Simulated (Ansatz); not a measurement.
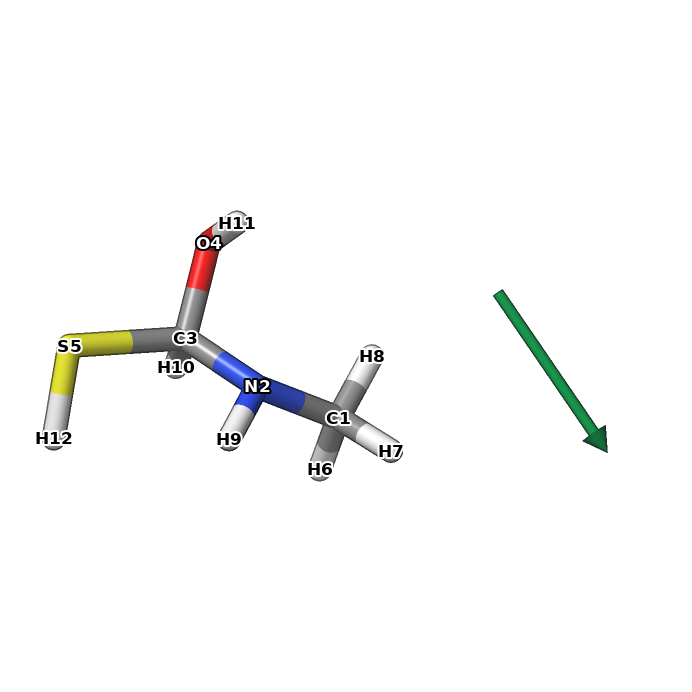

The arrow beside the molecule shows the direction of the dipole moment, from the negative to the positive end (its length means nothing). Computed geometry: PBE0-D4/def2-TZVP optimisation. No frequency run is at hand to confirm it as a minimum. Method: RKS PBE-D4/def2-TZVPP (Ansatz 0.2.0).

> How large is the dipole moment?

2.56 D; it points from the side of O4, H11 to the side of H7 (the outermost atoms at the two ends).
